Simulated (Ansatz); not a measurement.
A series of calculations on Mg₆₃Si₃₂

## 1. Relaxation

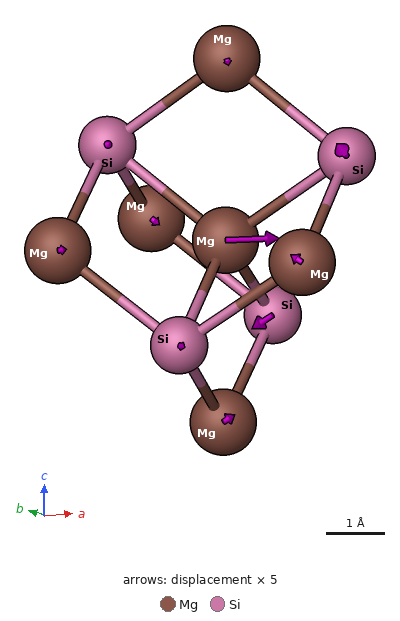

A relaxation of a defect cell of composition Mg63Si32 (cell charge −1). The starting structure is drawn; purple arrows show the displacements, 5 times their true length.

The picture is a ball-and-stick view of the atoms within 4.2 Å of the atom that moves most (axes of the cell of the calculation (origin shifted)), seen slightly off an axis.

Method: DFT, PBEsol, PAW, plane waves (Ansatz 0.2.0). Set-up: plane-wave cutoff 420 eV; k-point mesh 1 × 1 × 1; mesh shifted by (0.25, 0.25, 0.25); collinear spin; atoms relaxed in a fixed cell; force threshold 0.03 eV/Å; at most 80 steps.

> Which element moves most?

Magnesium: up to 0.20 Å, against 0.11 Å for silicon.

> What did the optimiser do to the structure, and how much energy did it gain?

Over 4 geometry steps the energy falls by 0.569 eV per cell of the calculation. Largest force component: 0.52 eV/Å at the start, 0.022 eV/Å at the end. The largest move is that of a Mg atom, 0.20 Å roughly along +a. By element the largest moves are Mg 0.20 Å, Si 0.11 Å. The cell doesn't change. Some distances before and after: Mg–Si 2.700 → 2.825 Å, Mg–Si 2.772 → 2.678 Å, Mg–Si 2.732 → 2.823 Å, Mg–Si 2.752 → 2.681 Å. Bond angles that change, for instance: Si–Mg–Si 109.8° → 120.6°, Si–Mg–Si 109.6° → 103.3°.

Limits of the set-up: the cell is charged, on a uniform background, and energies carry no finite-size correction.

## 2. Relaxation

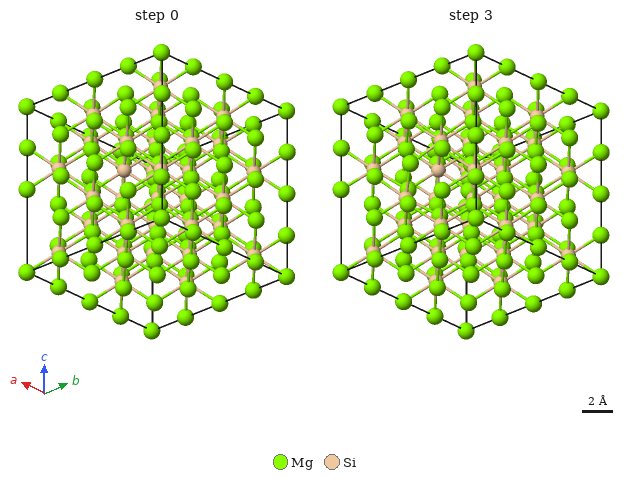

The structure of a defect cell of composition Mg₆₃Si₃₂ (cell charge −2) before (left) and after (right) a relaxation, at one scale.

Style: ball-and-stick. Shown: the cell of the calculation (origin shifted), from a free direction.

Theory: DFT, PBEsol, PAW, plane waves in Ansatz. (plane-wave cutoff 420 eV; k-point mesh 1 × 1 × 1; mesh shifted by (0.25, 0.25, 0.25); collinear spin; atoms relaxed in a fixed cell; force threshold 0.03 eV/Å; at most 80 steps)

> Summarise the run.

After 3 geometry steps the energy has fallen by 0.632 eV per cell of the calculation. The largest force component goes from 0.64 to 0.008 eV/Å. The largest moves, 0.21 Å, are those of Mg atoms. By element the largest moves are Mg 0.21 Å, Si 0.12 Å. The cell doesn't change. Among the contacts that change: Mg–Si 2.700 → 2.832 Å, Mg–Si 2.801 → 2.683 Å, Mg–Si 2.727 → 2.836 Å, Mg–Si 2.772 → 2.673 Å. Bond angles that change, for instance: Si–Mg–Si 109.4° → 121.1°, Si–Mg–Si 109.8° → 121.1°, Si–Mg–Si 110.6° → 121.1°. The program noted that the starting moments weren't kept. Cost: 5.9 s on 1 × NVIDIA GB200 with 8 threads of Arm Neoverse-V2, peak memory 2.3 GiB.

Limits of the set-up: the cell is charged, on a uniform background, and energies carry no finite-size correction.

## 3. Defect

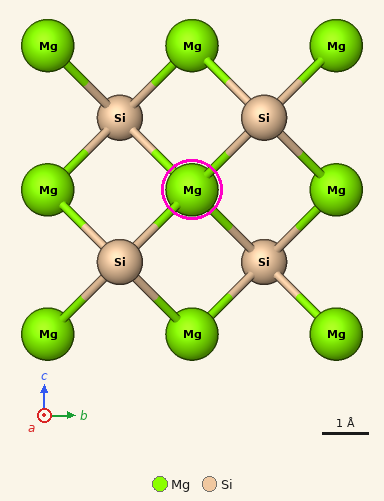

Perfect Mg2Si. Style: ball-and-stick. Shown: the atoms within 4.6 Å of one point, in a slice 5.0 Å thick across the line of sight, along the a axis.

The calculation used DFT, PBEsol, PAW, plane waves (Ansatz). Set-up: plane-wave cutoff 420 eV; k-point mesh 1 × 1 × 1; mesh shifted by (0.25, 0.25, 0.25); collinear spin. Fermi-Dirac smearing of 0.01 eV. A uniform background neutralises the charged cell. The axes drawn are those of the host's conventional cell.

A magnesium atom is taken out (a vacancy) at the ringed place, in charge state −2. The supercell has 96 sites, and the atoms are relaxed at the host's cell.

Q: How do the neighbours respond?

A: Around the empty Mg site the host had 4 Si at 2.74 Å, 6 Mg at 3.16 Å; after relaxation the nearest atoms are 4 Si at 2.84 to 2.85 Å, 6 Mg at 2.96 to 2.97 Å. Of the host's atoms, a magnesium atom moves furthest from its site, by 0.20 Å. The cell ends without a net magnetic moment.

The relaxed defect, seen from the same direction:

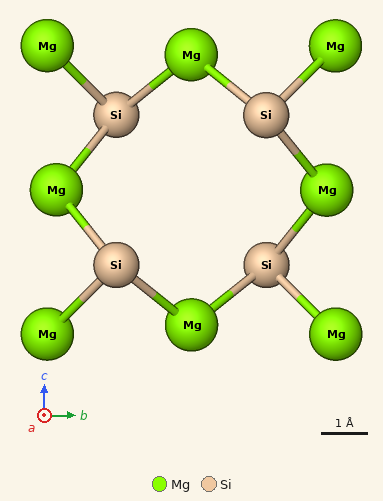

Limits of the set-up: the cell is charged, on a uniform background, and energies carry no finite-size correction.
